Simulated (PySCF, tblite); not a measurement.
# C4H8S: dynamics, then NMR shifts on frames

Aim: move C4H8S (`CC1CSC1`) away from its starting geometry and see how NMR shifts follow the geometry.

Programs: tblite 0.8.0 and PySCF 2.14.0, with density-fitted response routines of our own. Each step states its level of theory. These are calculated values for one molecule in the gas phase, unless marked as measured. Atoms count from 0, in the outputs and in this text.

### 1 The molecule as given

13 atoms, charge 0, multiplicity 1; geometry from: GFN2-xTB.

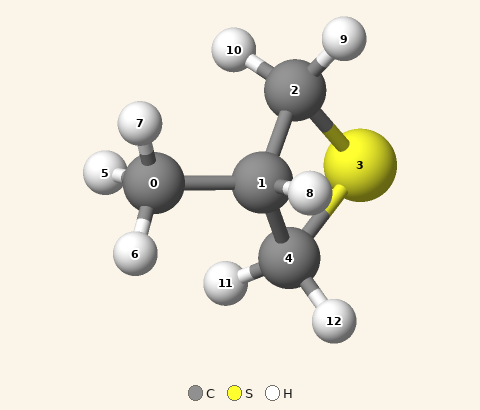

The starting geometry (carbon grey, sulfur yellow, hydrogen white), atoms numbered; sticks join atoms by distance.

### 2 Dynamics with GFN2-xTB

What the job is given:

```
{"job": {"kind": "md", "xc": "GFN2-xTB", "basis": "xTB", "temperature": 400, "steps": 2000, "every": 50, "frames": 5}, "charge": 0, "multiplicity": 1}
C      1.150173    -0.715482    -0.583869
C      0.275099     0.124317     0.330510
C     -1.003551    -0.563896     0.823828
S     -2.030024     0.909173     0.464042
C     -0.435689     1.302234    -0.347278
H      0.576114    -1.075876    -1.435232
H      1.985252    -0.124728    -0.954397
H      1.545171    -1.573780    -0.044600
H      0.865369     0.478027     1.179930
H     -1.023726    -0.848102     1.872889
H     -1.315785    -1.402560     0.203480
H     -0.525108     1.196335    -1.427403
H     -0.067682     2.294825    -0.099629
```

Method: GFN2-xTB Langevin dynamics, gas phase.

Command:

```
> OMP_NUM_THREADS=1 python probes_run.py task.json out
```

This one command runs all jobs of the session in turn.

Log:

```text
t/fs     T/K      E/eV
    0.0   333.4   -431.93824
   25.0   186.4   -431.59813
   50.0   233.0   -431.53809
   75.0   331.5   -431.58915
  100.0   345.0   -431.43622
  125.0   282.9   -431.39900
  150.0   314.7   -431.53226
  175.0   267.3   -431.46927
  200.0   309.6   -431.54945
  225.0   278.7   -431.56655
  250.0   263.5   -431.37754
  275.0   359.8   -431.51063
  300.0   391.7   -431.48434
  325.0   415.4   -431.71439
  350.0   334.1   -431.36113
  375.0   325.6   -431.16598
  400.0   526.9   -431.49941
  425.0   526.4   -431.51543
  450.0   406.7   -431.31706
  475.0   351.6   -431.32277
  500.0   457.1   -431.28886
  525.0   450.8   -431.39831
  550.0   389.7   -431.20854
  575.0   512.7   -431.30931
  600.0   372.6   -431.00975
  625.0   444.3   -431.05263
  650.0   610.2   -431.39434
  675.0   368.3   -431.04289
  700.0   480.4   -431.23189
  725.0   436.6   -431.19365
  750.0   314.1   -431.07744
  775.0   521.9   -431.42482
  800.0   449.7   -431.47193
  825.0   319.8   -431.22966
  850.0   590.4   -431.34514
  875.0   371.1   -431.14428
  900.0   403.0   -431.35432
  925.0   443.4   -431.49678
  950.0   386.8   -431.38934
  975.0   385.8   -431.32180
 1000.0   423.1   -431.35023
```

Run time: 14 s. Hardware: 1 thread of Arm Neoverse N1, shared host; peak memory 0.18 GiB.

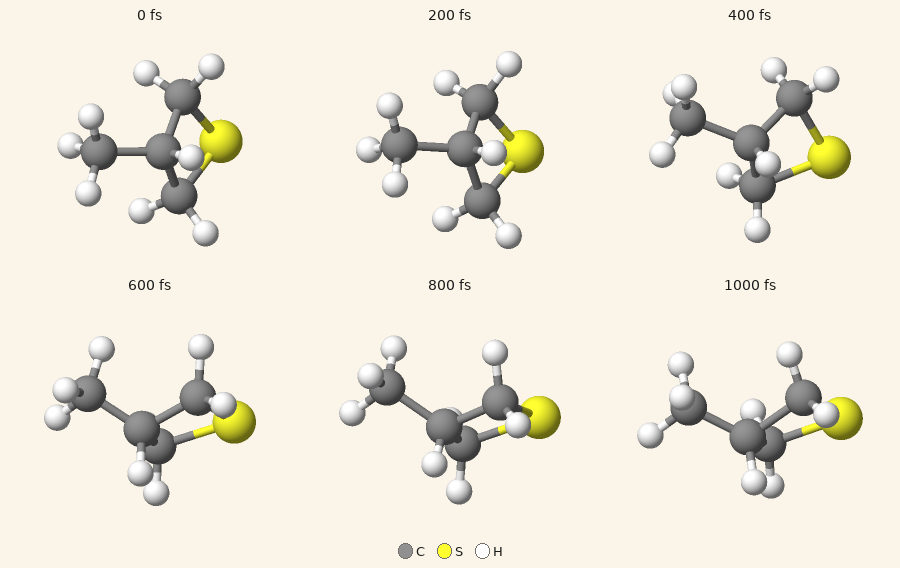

Frames of the run.

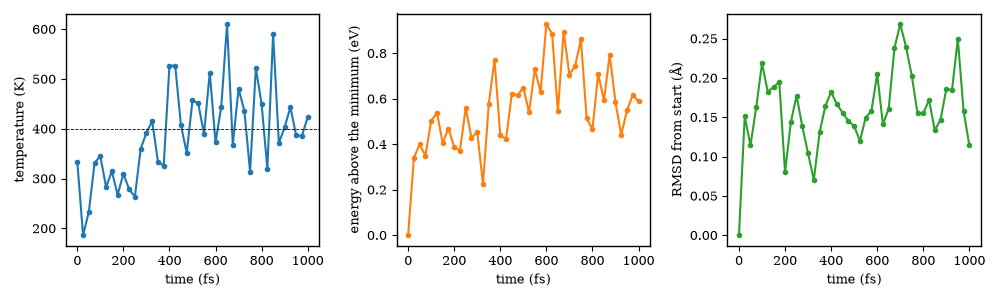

Temperature, potential energy and distance from the start.

Positions (Å) and forces (eV/Å) at 1000 fs:

```xyz
13

C    -0.679   -1.790   -0.007    1.571   -1.136   -0.164
C    -1.054   -0.475    0.648   -1.904    1.157    0.128
C    -1.484   -0.574    2.181    2.703    1.658   -1.173
S    -2.910    0.472    1.923   -0.640    0.359    0.940
C    -2.485    0.100    0.205    0.690   -0.409    0.939
H    -1.442   -2.619    0.007    0.487    1.203    0.347
H    -0.374   -1.699   -1.074   -0.355    0.323    0.661
H     0.261   -2.201    0.506   -1.245    0.480   -0.485
H    -0.352    0.400    0.529   -0.269   -1.277   -0.098
H    -0.708   -0.091    2.864   -1.002   -0.659   -0.675
H    -1.608   -1.584    2.424   -0.688   -1.226    0.664
H    -3.244   -0.600   -0.085    0.101   -0.760   -0.584
H    -2.602    0.990   -0.382    0.553    0.287   -0.502
```

### 3 Nuclear shieldings: 250 fs, PBE0/pcSseg-1

What the job is given:

```
{"job": {"kind": "nmr", "xc": "PBE0", "basis": "pcSseg-1", "pop": false}, "charge": 0, "multiplicity": 1}
C      0.517100    -0.916500    -0.320700
C     -0.282000    -0.046100     0.589900
C     -1.619700    -0.511000     1.186100
S     -2.392500     1.048600     0.752100
C     -0.760700     1.276700    -0.005900
H      0.032100    -0.911300    -1.292900
H      1.514100    -0.639400    -0.570600
H      0.487200    -1.893700     0.119800
H      0.437100     0.246200     1.442700
H     -1.631800    -0.808600     2.178500
H     -2.222500    -1.367600     0.770100
H     -0.764200     1.299800    -1.087200
H     -0.193600     2.150400     0.419300
```

Method: GIAO PBE0/pcSseg-1 NMR shielding, non-relativistic, gas phase.

Log:

```text
coarse grid: 10928 points
cycle   1  E = -554.9606982510  dE =  5.801e-01  |g| = 2.960e-01  |ddm| = 3.205e+00
cycle   2  E = -554.9637893550  dE = -3.091e-03  |g| = 2.933e-01  |ddm| = 5.840e-01
cycle   3  E = -554.9857861424  dE = -2.200e-02  |g| = 3.931e-02  |ddm| = 2.737e-01
cycle   4  E = -554.9861128401  dE = -3.267e-04  |g| = 1.926e-02  |ddm| = 7.157e-02
cycle   5  E = -554.9862015153  dE = -8.868e-05  |g| = 4.032e-03  |ddm| = 2.250e-02
cycle   6  E = -554.9862049929  dE = -3.478e-06  |g| = 1.194e-03  |ddm| = 4.001e-03
final grid: 99560 points
cycle   7  E = -555.0192062652  dE = -2.356e-05  |g| = 8.500e-03  |ddm| = 2.672e-02
cycle   8  E = -555.0191922396  dE =  1.403e-05  |g| = 1.120e-02  |ddm| = 1.767e-02
cycle   9  E = -555.0192242701  dE = -3.203e-05  |g| = 7.985e-04  |ddm| = 1.113e-02
cycle  10  E = -555.0192244239  dE = -1.539e-07  |g| = 1.666e-04  |ddm| = 8.682e-04
cycle  11  E = -555.0192244304  dE = -6.503e-09  |g| = 3.131e-05  |ddm| = 1.750e-04
cycle  12  E = -555.0192244307  dE = -2.401e-10  |g| = 1.063e-05  |ddm| = 5.081e-05
converged SCF energy = -555.0192244307

GIAO shielding tensors (ppm)
atom      isotropic    diamagn.    paramagn.     s11        s22        s33       span
  0 C      166.211     245.723     -79.512    152.749    154.758    191.128     38.379
  1 C      147.775     245.710     -97.935    120.198    155.195    167.933     47.735
  2 C      157.317     247.731     -90.413    132.313    145.154    194.485     62.172
  3 S      565.570    1053.622    -488.052    321.227    429.838    945.646    624.419
  4 C      147.786     247.985    -100.198    126.306    143.692    173.361     47.055
  5 H       30.627      30.166       0.461     26.594     30.165     35.121      8.526
  6 H       31.055      30.435       0.620     26.875     28.274     38.017     11.142
  7 H       31.126      29.807       1.320     26.669     28.789     37.921     11.251
  8 H       26.779      29.751      -2.971     23.397     26.621     30.320      6.922
  9 H       30.137      30.771      -0.635     26.542     28.114     35.753      9.211
 10 H       28.075      28.806      -0.730     24.128     26.702     33.397      9.269
 11 H       29.221      29.962      -0.741     26.776     27.370     33.516      6.741
 12 H       27.561      28.554      -0.993     23.985     25.585     33.113      9.128
```

It took 17 s on 1 thread of Arm Neoverse N1, shared host; peak memory 0.62 GiB.

The references, computed at this level on geometries of the same kind, shield at (ppm): 1H TMS 31.72, 13C TMS 186.9, 33S CS2 504. Their shielding less the atom's gives the shift. The references are single molecules in the gas phase. Each atom is listed at this fixed geometry, with no averaging over motion; a spectrum would average atoms that exchange fast.

```csv
atoms,environment,σ (ppm),δ (ppm)
C1,sp3 CH in a ring,147.8,39.2
C4,sp3 CH2 bonded to S,147.8,39.1
C2,sp3 CH2 bonded to S,157.3,29.6
C0,methyl carbon,166.2,20.7
H8,hydrogen on an sp3 CH in a ring,26.78,4.94
H12,hydrogen on an sp3 CH2 bonded to S,27.56,4.16
H10,hydrogen on an sp3 CH2 bonded to S,28.08,3.64
H11,hydrogen on an sp3 CH2 bonded to S,29.22,2.50
H9,hydrogen on an sp3 CH2 bonded to S,30.14,1.58
H5,hydrogen on a methyl carbon,30.63,1.09
H6,hydrogen on a methyl carbon,31.05,0.66
H7,hydrogen on a methyl carbon,31.13,0.59
S3,sulfide sulfur,566,-62
```

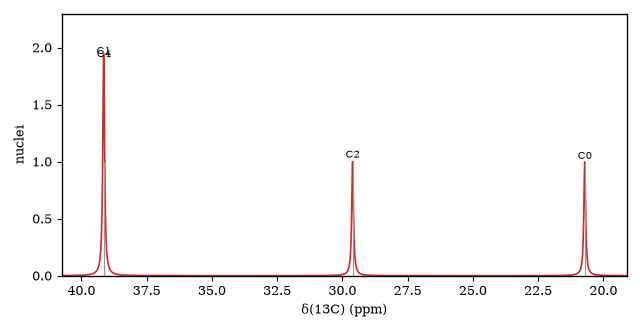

13C lines at the computed shifts, without couplings. Lines are broadened to a width of 0.08 ppm (Lorentzian).

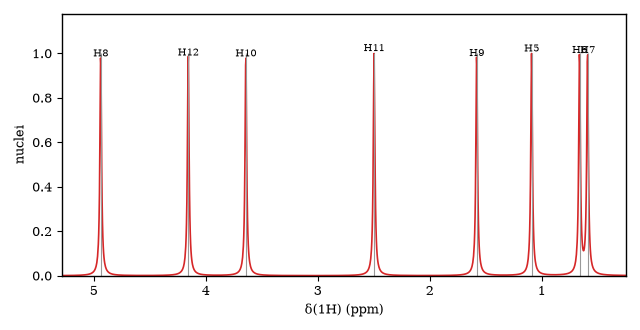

1H lines at the computed shifts, without couplings. Lines are broadened to a width of 0.02 ppm (Lorentzian).

Ring of atoms C1, C2, S3, C4: NICS(0) -0.9, NICS(1) 1.0, NICS(1)zz 7.5 ppm (means of both faces).

### 4 Shielding tensors: 425 fs, PBE0/pcSseg-1

What the job is given:

```
{"job": {"kind": "nmr", "xc": "PBE0", "basis": "pcSseg-1", "pop": false}, "charge": 0, "multiplicity": 1}
C     -0.024000    -1.523300     0.104700
C     -0.674400    -0.351400     0.832100
C     -1.814100    -0.547900     1.837000
S     -2.561100     1.112400     1.441000
C     -1.426100     0.662600    -0.000700
H     -0.878600    -2.034300    -0.356000
H      0.753900    -1.194900    -0.562600
H      0.359100    -2.139800     0.878000
H      0.142500     0.096800     1.405400
H     -1.579000    -0.641100     2.949900
H     -2.485000    -1.294800     1.553000
H     -1.935300     0.192800    -0.775800
H     -0.970600     1.585000    -0.330400
```

Level: GIAO PBE0/pcSseg-1 NMR shielding, non-relativistic, gas phase.

Log:

```text
coarse grid: 10928 points
cycle   1  E = -554.9671886849  dE =  4.943e-01  |g| = 2.831e-01  |ddm| = 3.175e+00
cycle   2  E = -554.9720775682  dE = -4.889e-03  |g| = 2.688e-01  |ddm| = 5.631e-01
cycle   3  E = -554.9905562981  dE = -1.848e-02  |g| = 3.628e-02  |ddm| = 2.555e-01
cycle   4  E = -554.9908093029  dE = -2.530e-04  |g| = 2.095e-02  |ddm| = 7.959e-02
cycle   5  E = -554.9909207029  dE = -1.114e-04  |g| = 4.934e-03  |ddm| = 2.891e-02
cycle   6  E = -554.9909258923  dE = -5.189e-06  |g| = 1.550e-03  |ddm| = 4.584e-03
final grid: 99560 points
cycle   7  E = -555.0240937651  dE = -2.626e-05  |g| = 8.384e-03  |ddm| = 2.480e-02
cycle   8  E = -555.0240757678  dE =  1.800e-05  |g| = 1.167e-02  |ddm| = 1.840e-02
cycle   9  E = -555.0241112373  dE = -3.547e-05  |g| = 1.057e-03  |ddm| = 1.279e-02
cycle  10  E = -555.0241115317  dE = -2.944e-07  |g| = 2.027e-04  |ddm| = 1.306e-03
cycle  11  E = -555.0241115412  dE = -9.550e-09  |g| = 3.761e-05  |ddm| = 2.233e-04
cycle  12  E = -555.0241115416  dE = -3.522e-10  |g| = 1.333e-05  |ddm| = 6.958e-05
converged SCF energy = -555.0241115416

GIAO shielding tensors (ppm)
atom      isotropic    diamagn.    paramagn.     s11        s22        s33       span
  0 C      164.752     244.955     -80.203    151.830    156.520    185.905     34.075
  1 C      149.863     244.967     -95.104    118.737    159.561    171.291     52.554
  2 C      143.850     250.628    -106.778    119.891    140.987    170.672     50.782
  3 S      516.845    1054.468    -537.622    174.182    539.738    836.616    662.434
  4 C      146.161     245.686     -99.525    122.909    138.980    176.594     53.685
  5 H       30.418      29.500       0.918     26.242     30.055     34.957      8.715
  6 H       30.850      30.134       0.716     26.740     28.213     37.597     10.856
  7 H       31.396      29.913       1.483     27.114     29.121     37.952     10.838
  8 H       28.266      31.619      -3.353     24.774     29.423     30.601      5.827
  9 H       27.698      27.754      -0.057     23.490     24.968     34.635     11.146
 10 H       29.174      31.255      -2.081     25.681     28.931     32.909      7.227
 11 H       29.727      31.190      -1.463     26.422     29.404     33.355      6.934
 12 H       28.555      29.645      -1.090     23.754     26.501     35.410     11.656
```

It took 17 s on 1 thread of Arm Neoverse N1, shared host; peak memory 0.66 GiB.

In short: δ C2 43.1, C4 40.8, C1 37.1, C0 22.2, H9 4.02, H8 3.45 ppm.

[end of part 1 of 2]
